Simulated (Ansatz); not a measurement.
# BH3 + SiH4O: a complex and its separated parts, part 2 of 2

Ansatz 0.2.0, Gaussian basis. Earlier steps stand in the parts before.

## 13. CAM-B3LYP-D4/def2-TZVPP

The inputs:

parta/in.yaml

```yaml
crystal:
  periodic: [false, false, false]
  atoms:
    - {symbol: B, position_ang: [-0.900357, 0.445108, -1.248870]}
    - {symbol: H, position_ang: [-0.046965, 1.142250, -1.707230]}
    - {symbol: H, position_ang: [-0.714485, -0.728145, -1.133517]}
    - {symbol: H, position_ang: [-1.939616, 0.921205, -0.905868]}
basis:
  gaussian: {orbitals: def2-TZVPP}
hamiltonian: {xc: {name: CAM-B3LYP}, dispersion: d4}
```

partb/in.yaml

```yaml
crystal:
  periodic: [false, false, false]
  atoms:
    - {symbol: H, position_ang: [0.185998, 1.480812, 0.449867]}
    - {symbol: O, position_ang: [-0.243074, 0.634690, 0.579996]}
    - {symbol: Si, position_ang: [0.709031, -0.668030, 0.914337]}
    - {symbol: H, position_ang: [1.483916, -0.474360, 2.170939]}
    - {symbol: H, position_ang: [-0.212596, -1.816944, 1.063832]}
    - {symbol: H, position_ang: [1.678247, -0.936686, -0.183585]}
basis:
  gaussian: {orbitals: def2-TZVPP}
hamiltonian: {xc: {name: CAM-B3LYP}, dispersion: d4}
```

One command serves all of them, each in its own folder.

The run is started by

```sh
> ansatz run in.yaml --threads 2 --pin off --events-out ev --progress --plain --max-ram 4352MiB
```

parta printed, shortened:

```text
Functional definition: CAM-B3LYP
  name "CAM-B3LYP"
  cite "Yanai, Tew & Handy, Chem. Phys. Lett. 393, 51 (2004) doi:10.1016/j.cplett.2004.06.011"
  cite "Iikura, Tsuneda, Yanai & Hirao, J. Chem. Phys. 115, 3540 (2001) doi:10.1063/1.1383587"
  cite "Becke, Phys. Rev. A 38, 3098 (1988) doi:10.1103/PhysRevA.38.3098"
  cite "Lee, Yang & Parr, Phys. Rev. B 37, 785 (1988) doi:10.1103/PhysRevB.37.785"
[...]
  # Exact exchange under (alpha + beta erf(omega r))/r, Becke's under what is left of 1/r.
[...]
346 factors; their error is unknown
114 factors; integrals over basis functions are off by at most 1.7e-5 eV
[...]
mean field -723.61130010 eV, -26.5922247972 hartree, gradient 1.4e-5 eV, S^2 0.000000; 0 other end points of the search recorded, 0 dependent functions left out
reference -723.61139524 eV, -26.5922282938 hartree; 4, 4 occupied and 69, 69 virtual orbitals, 346 factors
Total energy: -723.62453295 eV, -26.5927110957 hartree
```

Log of partb, shortened:

```text
[... 6 set-up lines as earlier in the session ...]
[...]
  # Exact exchange under (alpha + beta erf(omega r))/r, Becke's under what is left of 1/r.
[...]
678 factors; their error is unknown
177 factors; integrals over basis functions are off by at most 1.4e-5 eV
[...]
mean field -9991.52636740 eV, -367.1818215020 hartree, gradient 8.3e-5 eV, S^2 0.000000; 0 other end points of the search recorded, 0 dependent functions left out
reference -9991.52646934 eV, -367.1818252482 hartree; 13, 13 occupied and 116, 116 virtual orbitals, 678 factors
Total energy: -9991.57917454 eV, -367.1837621288 hartree
```

They took 0.3 s (parta), 0.95 s (partb) on 2 threads of Arm Neoverse V2, shared host.

## 14. wB97X-V/def2-TZVPP

Each input of step 13 (parta, partb) changes in the same lines:

```diff
-hamiltonian: {xc: {name: CAM-B3LYP}, dispersion: d4}
+hamiltonian: {xc: {name: wB97X-V}}
```

Each run has its own folder and the same command.

The run is started by

```sh
> ansatz run in.yaml --threads 2 --pin off --events-out ev --progress --plain --max-ram 4352MiB
```

parta printed, shortened:

```text
Functional definition: wB97X-V
  name "wB97X-V"
  cite "Mardirossian & Head-Gordon, Phys. Chem. Chem. Phys. 16, 9904 (2014) doi:10.1039/C3CP54374A"
[... 2 set-up lines as earlier in the session ...]
[...]
      + integral(e_c_pw_opposite_spin*poly(b97_u_opposite, cos0, cos1)) + vv10(b, c)
346 factors; their error is unknown
109 factors; integrals over basis functions are off by at most 2.1e-5 eV
[...]
mean field -723.98174774 eV, -26.6058384969 hartree, gradient 5.7e-5 eV, S^2 0.000000; 0 other end points of the search recorded, 0 dependent functions left out
reference -723.98174605 eV, -26.6058384348 hartree; 4, 4 occupied and 69, 69 virtual orbitals, 346 factors
Total energy: -723.98174605 eV, -26.6058384348 hartree
```

Log of partb, shortened:

```text
[... 5 set-up lines as earlier in the session ...]
[...]
      + integral(e_c_pw_opposite_spin*poly(b97_u_opposite, cos0, cos1)) + vv10(b, c)
678 factors; their error is unknown
163 factors; integrals over basis functions are off by at most 1.4e-5 eV
[...]
mean field -9989.99700634 eV, -367.1256185199 hartree, gradient 4.8e-5 eV, S^2 0.000000; 0 other end points of the search recorded, 0 dependent functions left out
reference -9989.99700462 eV, -367.1256184565 hartree; 13, 13 occupied and 116, 116 virtual orbitals, 678 factors
Total energy: -9989.99700462 eV, -367.1256184565 hartree
```

Times: 0.7 s (parta), 2.5 s (partb) on 2 threads of Arm Neoverse V2, shared host.

## 15. wB97M-V/def2-TZVPP

Each input of step 14 (parta, partb) changes in the same lines:

```diff
-hamiltonian: {xc: {name: wB97X-V}}
+hamiltonian: {xc: {name: wB97M-V}}
```

One command serves all of them, each in its own folder.

The run is started by

```sh
> ansatz run in.yaml --threads 2 --pin off --events-out ev --progress --plain --max-ram 4352MiB
```

Log of parta, shortened:

```text
Functional definition: wB97M-V
  name "wB97M-V"
  cite "Mardirossian & Head-Gordon, J. Chem. Phys. 144, 214110 (2016) doi:10.1063/1.4952647"
[... 2 set-up lines as earlier in the session ...]
  # Of w^i u^j: cxij and so on, Table III.
[...]
  gx(w, u) = 1 - cx + cx01*u + cx10*w
[...]
      + integral(e_c_pw_mod_opposite_spin*gos(b97_w_opposite, b97_u_opposite)) + vv10(b, c)
346 factors; their error is unknown
109 factors; integrals over basis functions are off by at most 2.1e-5 eV
[...]
mean field -723.38264712 eV, -26.5838219554 hartree, gradient 5.6e-6 eV, S^2 0.000000; 0 other end points of the search recorded, 0 dependent functions left out
reference -723.38268918 eV, -26.5838235010 hartree; 4, 4 occupied and 69, 69 virtual orbitals, 346 factors
Total energy: -723.38268918 eV, -26.5838235010 hartree
```

Log of partb, shortened:

```text
[... 5 set-up lines as earlier in the session ...]
  # Of w^i u^j: cxij and so on, Table III.
[...]
  gx(w, u) = 1 - cx + cx01*u + cx10*w
[...]
      + integral(e_c_pw_mod_opposite_spin*gos(b97_w_opposite, b97_u_opposite)) + vv10(b, c)
678 factors; their error is unknown
163 factors; integrals over basis functions are off by at most 1.4e-5 eV
[...]
mean field -9990.45388910 eV, -367.1424086517 hartree, gradient 4.2e-5 eV, S^2 0.000000; 0 other end points of the search recorded, 0 dependent functions left out
reference -9990.45393127 eV, -367.1424102013 hartree; 13, 13 occupied and 116, 116 virtual orbitals, 678 factors
Total energy: -9990.45393127 eV, -367.1424102013 hartree
```

Times: 0.75 s (parta), 2.7 s (partb) on 2 threads of Arm Neoverse V2, shared host.

## 16. B2PLYP/def2-TZVPP

Each input of step 15 (parta, partb) changes in the same lines:

```diff
-hamiltonian: {xc: {name: wB97M-V}}
+hamiltonian: {xc: {name: B2PLYP}}
```

Each run has its own folder and the same command.

The run is started by

```sh
> ansatz run in.yaml --threads 2 --pin off --events-out ev --progress --plain --max-ram 4352MiB
```

Output in parta, shortened:

```text
Functional definition: B2PLYP
  name "B2PLYP"
  cite "Grimme, J. Chem. Phys. 124, 034108 (2006) doi:10.1063/1.2148954"
[... 2 set-up lines as earlier in the session ...]
[...]
412 factors; integrals over basis functions are off by at most 1.2e-3 eV
[...]
mean field -722.30083201 eV, -26.5440659834 hartree, gradient 1.4e-6 eV, S^2 0.000000; 0 other end points of the search recorded, 0 dependent functions left out
1 core orbitals not correlated: weight in the atoms' cores, before any rotation towards them, 1.000 or more for the frozen orbitals, at most 0.000 for the correlated occupied ones
reference -722.30095372 eV, -26.5440704561 hartree; 3, 3 occupied and 69, 69 virtual orbitals, 412 factors
second order -3.71551372 eV of doubles, -0.00000000 eV of singles
Total energy: -723.30414243 eV, -26.5809369610 hartree
```

partb printed, shortened:

```text
[... 5 set-up lines as earlier in the session ...]
[...]
746 factors; integrals over basis functions are off by at most 8.5e-4 eV
[...]
mean field -9983.99667228 eV, -366.9051103104 hartree, gradient 2.8e-6 eV, S^2 0.000000; 0 other end points of the search recorded, 0 dependent functions left out
6 core orbitals not correlated: weight in the atoms' cores, before any rotation towards them, 1.000 or more for the frozen orbitals, at most 0.000 for the correlated occupied ones
reference -9983.99680455 eV, -366.9051151710 hartree; 7, 7 occupied and 116, 116 virtual orbitals, 746 factors
second order -12.31568317 eV of doubles, -0.00000000 eV of singles
Total energy: -9987.32203900 eV, -367.0273152833 hartree
```

Wall times: 0.35 s (parta), 1.3 s (partb) on 2 threads of Arm Neoverse V2, shared host.

## 17. PBE-QIDH/def2-TZVPP

The same edit goes into each in.yaml of step 16 (parta, partb):

```diff
-hamiltonian: {xc: {name: B2PLYP}}
+hamiltonian: {xc: {name: PBE-QIDH}}
```

One command serves all of them, each in its own folder.

The run is started by

```sh
> ansatz run in.yaml --threads 2 --pin off --events-out ev --progress --plain --max-ram 4352MiB
```

Log of parta, shortened:

```text
Functional definition: PBE-QIDH
  name "PBE-QIDH"
  cite "Brémond, Sancho-García, Pérez-Jiménez & Adamo, J. Chem. Phys. 141, 031101 (2014) doi:10.1063/1.4890314"
[... 1 set-up line as earlier in the session ...]
[...]
412 factors; integrals over basis functions are off by at most 1.2e-3 eV
[...]
mean field -721.70032033 eV, -26.5219975862 hartree, gradient 2.7e-6 eV, S^2 0.000000; 0 other end points of the search recorded, 0 dependent functions left out
1 core orbitals not correlated: weight in the atoms' cores, before any rotation towards them, 1.000 or more for the frozen orbitals, at most 0.000 for the correlated occupied ones
reference -721.70033044 eV, -26.5219979574 hartree; 3, 3 occupied and 69, 69 virtual orbitals, 412 factors
second order -3.46625821 eV of doubles, -0.00000000 eV of singles
Total energy: -722.85574984 eV, -26.5644588374 hartree
```

partb printed, shortened:

```text
[... 4 set-up lines as earlier in the session ...]
[...]
746 factors; integrals over basis functions are off by at most 8.5e-4 eV
[...]
mean field -9979.98620043 eV, -366.7577281882 hartree, gradient 3.6e-6 eV, S^2 0.000000; 0 other end points of the search recorded, 0 dependent functions left out
6 core orbitals not correlated: weight in the atoms' cores, before any rotation towards them, 1.000 or more for the frozen orbitals, at most 0.000 for the correlated occupied ones
reference -9979.98621066 eV, -366.7577285643 hartree; 7, 7 occupied and 116, 116 virtual orbitals, 746 factors
second order -11.46627508 eV of doubles, -0.00000000 eV of singles
Total energy: -9983.80830236 eV, -366.8981878433 hartree
```

They took 0.35 s (parta), 1.4 s (partb) on 2 threads of Arm Neoverse V2, shared host.

## 18. RPA on PBE/def2-TZVPP

Each input of step 17 (parta, partb) changes in the same lines:

```diff
-hamiltonian: {xc: {name: PBE-QIDH}}
+hamiltonian: {xc: pbe}
+correlation: {method: rpa}
```

The same command starts each run, in its folder.

The run is started by

```sh
> ansatz run in.yaml --threads 2 --pin off --events-out ev --progress --plain --max-ram 4352MiB
```

parta printed, shortened:

```text
[... 4 set-up lines as earlier in the session ...]
[...]
412 factors; integrals over basis functions are off by at most 1.2e-3 eV
[...]
mean field -722.54089690 eV, -26.5528882052 hartree, gradient 4.7e-7 eV, S^2 0.000000; 0 other end points of the search recorded, 0 dependent functions left out
1 core orbitals not correlated: weight in the atoms' cores, before any rotation towards them, 1.000 or more for the frozen orbitals, at most 0.000 for the correlated occupied ones
reference -718.20223039 eV, -26.3934451518 hartree; 3, 3 occupied and 69, 69 virtual orbitals, 412 factors
Total energy: -724.79034832 eV, -26.6355540203 hartree
```

Output in partb, shortened:

```text
[... 4 set-up lines as earlier in the session ...]
[...]
746 factors; integrals over basis functions are off by at most 8.5e-4 eV
[...]
mean field -9985.38610069 eV, -366.9561708627 hartree, gradient 5.8e-6 eV, S^2 0.000000; 0 other end points of the search recorded, 0 dependent functions left out
6 core orbitals not correlated: weight in the atoms' cores, before any rotation towards them, 1.000 or more for the frozen orbitals, at most 0.000 for the correlated occupied ones
reference -9964.31003270 eV, -366.1816396498 hartree; 7, 7 occupied and 116, 116 virtual orbitals, 746 factors
Total energy: -9981.80800502 eV, -366.8246782719 hartree
```

Times: 0.35 s (parta), 1.2 s (partb) on 2 threads of Arm Neoverse V2, shared host.

## 19. CCSD(T)/def2-TZVPP

Each input of step 18 (parta, partb) changes in the same lines:

```diff
-hamiltonian: {xc: pbe}
-correlation: {method: rpa}
+correlation: {method: ccsd_t}
```

One command serves all of them, each in its own folder.

The run is started by

```sh
> ansatz run in.yaml --threads 2 --pin off --events-out ev --progress --plain --max-ram 4352MiB
```

Log of parta, shortened:

```text
Functional definition: HF
  name "HF"
  cite "Fock, Z. Phys. 61, 126 (1930) doi:10.1007/BF01340294"
[... 1 set-up line as earlier in the session ...]
[...]
412 factors; integrals over basis functions are off by at most 1.2e-3 eV
[...]
mean field -718.39829780 eV, -26.4006504963 hartree, gradient 4.7e-7 eV, S^2 0.000000; 0 other end points of the search recorded, 0 dependent functions left out
1 core orbitals not correlated: weight in the atoms' cores, before any rotation towards them, 1.000 or more for the frozen orbitals, at most 0.000 for the correlated occupied ones
reference -718.39829780 eV, -26.4006504963 hartree; 3, 3 occupied and 69, 69 virtual orbitals, 412 factors
second order -3.08261453 eV of doubles, -0.00000000 eV of singles
cycle   1  -3.52339500 eV  change   -4.4e-1 eV  update   4.2e-2
[...]
cycle   8  -3.67768233 eV  change    2.3e-7 eV  update   2.9e-6
perturbative correction -0.06829193 eV, -0.0025096822 hartree
Total energy: -722.14427206 eV, -26.5383125113 hartree
```

Log of partb, shortened:

```text
[... 4 set-up lines as earlier in the session ...]
[...]
746 factors; integrals over basis functions are off by at most 8.5e-4 eV
[...]
mean field -9965.09461997 eV, -366.2104727001 hartree, gradient 2.3e-6 eV, S^2 0.000000; 0 other end points of the search recorded, 0 dependent functions left out
6 core orbitals not correlated: weight in the atoms' cores, before any rotation towards them, 1.000 or more for the frozen orbitals, at most 0.000 for the correlated occupied ones
reference -9965.09461997 eV, -366.2104727001 hartree; 7, 7 occupied and 116, 116 virtual orbitals, 746 factors
second order -10.23324546 eV of doubles, -0.00000000 eV of singles
cycle   1  -10.56898025 eV  change   -3.4e-1 eV  update   6.9e-2
[...]
cycle   9  -10.90283216 eV  change   -3.6e-6 eV  update   8.1e-6
perturbative correction -0.32822909 eV, -0.0120621964 hartree
Total energy: -9976.32568121 eV, -366.6232065881 hartree
```

Times: 0.3 s (parta), 4 s (partb) on 2 threads of Arm Neoverse V2, shared host; peak memory 0.59 GiB.

## 20. Vibrations of BH3

Input file vib-parta/in.yaml:

```yaml
crystal:
  periodic: [false, false, false]
  atoms:
    - {symbol: B, position_ang: [-0.900357, 0.445108, -1.248870]}
    - {symbol: H, position_ang: [-0.046965, 1.142250, -1.707230]}
    - {symbol: H, position_ang: [-0.714485, -0.728145, -1.133517]}
    - {symbol: H, position_ang: [-1.939616, 0.921205, -0.905868]}
basis:
  gaussian: {orbitals: def2-TZVP}
hamiltonian: {xc: pbe0, dispersion: d4}
phonons: {temperatures: {t_min: 298.15, t_max: 900, t_step: 200}}
```

The run is started by

```sh
> ansatz run in.yaml --threads 2 --pin off --events-out ev --progress --plain --max-ram 4352MiB
```

The log of the run, shortened:

```text
[... 5 set-up lines as earlier in the session ...]
[...]
301 factors; their error is unknown
[...]
mean field -722.89234618 eV, -26.5658037280 hartree, gradient 3.9e-5 eV, S^2 0.000000; 0 other end points of the search recorded, 0 dependent functions left out
[...]
Atom 1 at    -0.046965     1.142250    -1.707230 Å, force     0.000015     0.000059    -0.000009 eV/Å
Atom 2 at    -0.714485    -0.728145    -1.133517 Å, force     0.000013    -0.000066     0.000012 eV/Å
Atom 3 at    -1.939616     0.921205    -0.905868 Å, force    -0.000028     0.000054     0.000009 eV/Å
Dipole moment:     0.000000     0.000001     0.000001 e Å
Vibrations: 1147.14 1189.80 1189.82 2556.95 2696.79 2696.82 cm⁻¹, zero-point energy 0.711503 eV
```

It took 3 s on 2 threads of Arm Neoverse V2, shared host.

The modes, with what each moves most:

| mode | wavenumber (cm⁻¹) | character |
| --- | --- | --- |
| 1 | 1147 | out-of-plane bend |
| 2 | 1190 | bend |
| 3 | 1190 | bend |
| 4 | 2557 | B–H stretch |
| 5 | 2697 | B–H stretch |
| 6 | 2697 | B–H stretch |

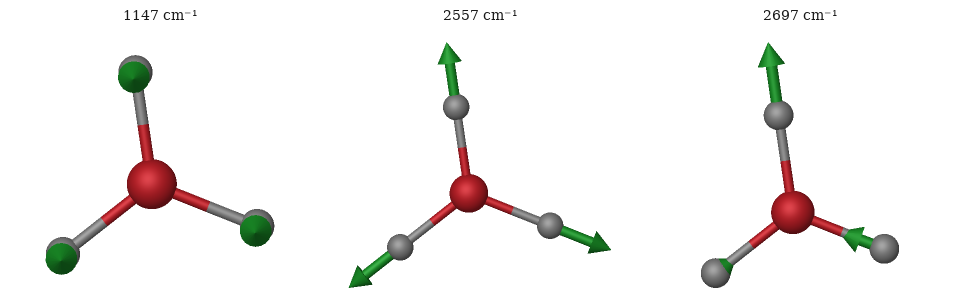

How the atoms move in 3 of the modes.

Vibrational sums (real modes only):

| T (K) | entropy (J/mol/K) | heat capacity (J/mol/K) |
| --- | --- | --- |
| 298 | 0.6 | 2.8 |
| 498 | 3.9 | 11.0 |
| 698 | 8.9 | 18.8 |
| 898 | 14.5 | 25.4 |

## 21. Vibrations of SiH4O

Input file vib-partb/in.yaml:

```yaml
crystal:
  periodic: [false, false, false]
  atoms:
    - {symbol: H, position_ang: [0.185998, 1.480812, 0.449867]}
    - {symbol: O, position_ang: [-0.243074, 0.634690, 0.579996]}
    - {symbol: Si, position_ang: [0.709031, -0.668030, 0.914337]}
    - {symbol: H, position_ang: [1.483916, -0.474360, 2.170939]}
    - {symbol: H, position_ang: [-0.212596, -1.816944, 1.063832]}
    - {symbol: H, position_ang: [1.678247, -0.936686, -0.183585]}
basis:
  gaussian: {orbitals: def2-TZVP}
hamiltonian: {xc: pbe0, dispersion: d4}
phonons: {temperatures: {t_min: 298.15, t_max: 900, t_step: 200}}
```

The run is started by

```sh
> ansatz run in.yaml --threads 2 --pin off --events-out ev --progress --plain --max-ram 4352MiB
```

The log of the run, shortened:

```text
[... 5 set-up lines as earlier in the session ...]
[...]
595 factors; their error is unknown
[...]
mean field -9986.23328832 eV, -366.9873044339 hartree, gradient 4.1e-5 eV, S^2 0.000000; 0 other end points of the search recorded, 0 dependent functions left out
[...]
Atom 3 at     1.483916    -0.474360     2.170939 Å, force     0.000077    -0.000013     0.000017 eV/Å
Atom 4 at    -0.212596    -1.816944     1.063832 Å, force    -0.000099    -0.000056     0.000005 eV/Å
Atom 5 at     1.678247    -0.936686    -0.183585 Å, force     0.000126     0.000033    -0.000040 eV/Å
Dipole moment:     0.212149     0.185426    -0.018701 e Å
Vibrations: 198.02 679.88 719.14 847.90 907.99 946.76 967.05 993.22 2208.58 2213.61 2260.56 3930.37 cm⁻¹, zero-point energy 1.045999 eV
```

It took 18 s on 2 threads of Arm Neoverse V2, shared host.

Wavenumbers and character of the modes:

| mode | wavenumber (cm⁻¹) | character |
| --- | --- | --- |
| 1 | 198 | torsion |
| 2 | 680 | bend |
| 3 | 719 | bend |
| 4 | 848 | bend with Si–O stretch |
| 5 | 908 | bend with Si–O stretch |
| 6 | 947 | bend with torsion |
| 7 | 967 | bend with torsion |
| 8 | 993 | bend |
| 9 | 2209 | Si–H stretch |
| 10 | 2214 | Si–H stretch |
| 11 | 2261 | Si–H stretch |
| 12 | 3930 | O–H stretch |

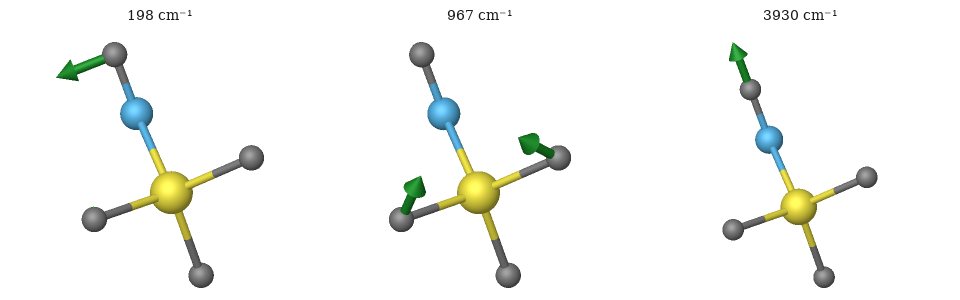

How the atoms move in 3 of the modes.

Vibrational sums (real modes only):

| T (K) | entropy (J/mol/K) | heat capacity (J/mol/K) |
| --- | --- | --- |
| 298 | 14.2 | 24.4 |
| 498 | 32.0 | 45.2 |
| 698 | 49.5 | 58.7 |
| 898 | 65.5 | 68.0 |

## 22. Complex less separated parts

The complex's own energies come from single points at the same levels.

Rows are in def2-TZVPP; times add the 3 runs of a level on a shared host, so small differences are noise.

Differences are taken before rounding.

| method | rung | complex less parts (eV) | from CCSD(T) (eV) | time |
| --- | --- | --- | --- | --- |
| SPW92 | LDA | -1.261 | -0.619 | 1.7 s |
| PBE-D4 | GGA | -0.804 | -0.162 | 2.8 s |
| BLYP-D4 | GGA | -0.601 | +0.040 | 2.9 s |
| r2SCAN-D4 | meta-GGA | -0.740 | -0.098 | 5.7 s |
| B97M-V | meta-GGA | -0.655 | -0.014 | 12 s |
| PBE0-D4 | hybrid | -0.771 | -0.129 | 3.7 s |
| B3LYP-D4 | hybrid | -0.612 | +0.029 | 3.6 s |
| r2SCAN0-D4 | hybrid | -0.736 | -0.094 | 6.6 s |
| BHLYP-D4 | hybrid | -0.584 | +0.058 | 3.2 s |
| CAM-B3LYP-D4 | range-separated hybrid | -0.672 | -0.030 | 4.1 s |
| wB97X-V | range-separated hybrid | -0.657 | -0.015 | 11 s |
| wB97M-V | range-separated hybrid | -0.699 | -0.057 | 11 s |
| B2PLYP | double hybrid | -0.553 | +0.089 | 5.7 s |
| PBE-QIDH | double hybrid | -0.709 | -0.068 | 6 s |
| RPA on PBE | RPA | -0.563 | +0.079 | 5.8 s |
| Hartree-Fock | wavefunction | -0.133 | +0.508 |  |
| MP2 | wavefunction | -0.659 | -0.017 |  |
| CCSD | wavefunction | -0.576 | +0.065 |  |
| CCSD(T) | wavefunction | -0.642 | 0 | 49 s |

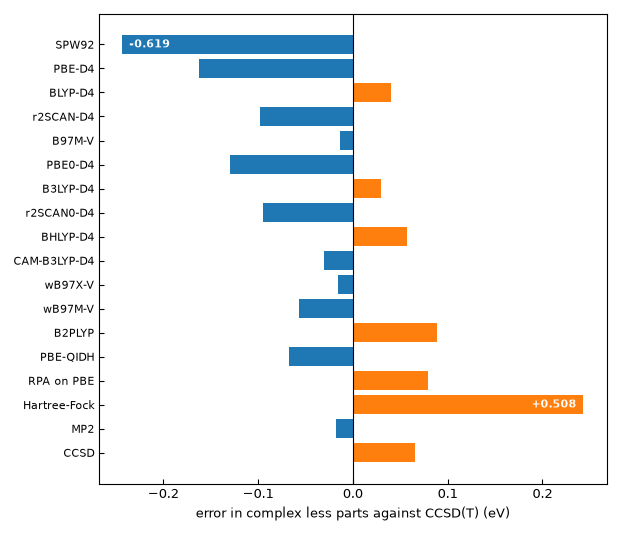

Error of each method against CCSD(T). Bars with a number in them are cut short.

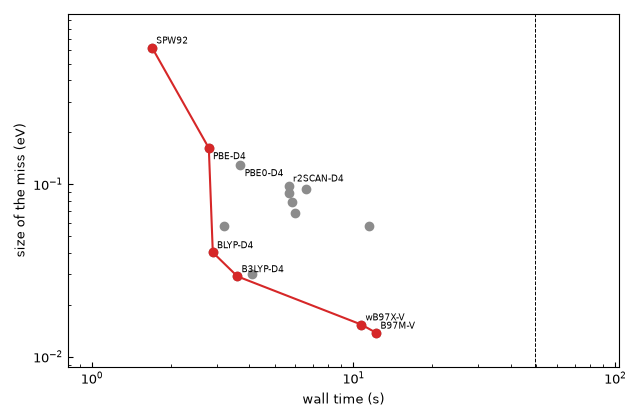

Miss against cost. Red marks the levels that no quicker level drawn beats (of those quicker than the yardstick), and the dashed line is the time of CCSD(T). Only those levels and the largest misses are named. Times are from a shared host.

B97M-V reaches 0.014 eV from the reference in 12 s, where CCSD(T) took 49 s; the quickest level in the cost chart, SPW92, takes 1.7 s and misses by 0.619 eV.

The complex's zero-point energy, from a separate PBE0-D4 run, is 1.936 eV.

## 23. Results

The summary covers parts 1 to 2.

| quantity | value |
| --- | --- |
| complex less parts, CCSD(T)/def2-TZVPP | -0.642 eV |
| with zero-point energy | -0.463 eV |
| largest T1 diagnostic | 0.011 |

**Reading.** At CCSD(T) the complex lies 0.642 eV below its parts. Among the functionals B97M-V lands nearest to CCSD(T) (-0.014 eV) and SPW92 farthest (-0.619 eV). By rung, the mean size of the error is: LDA 0.619, GGA 0.101, meta-GGA 0.056, hybrid 0.078, range-separated hybrid 0.034, double hybrid 0.078 eV. PBE-D4 gives a relative energy 0.162 eV too low, outside chemical accuracy (1 kcal/mol, 0.043 eV). No counterpoise was applied, and triple zeta lacks some correlation, so the CCSD(T) reference has a basis error of its own, and close matches with it are partly luck.
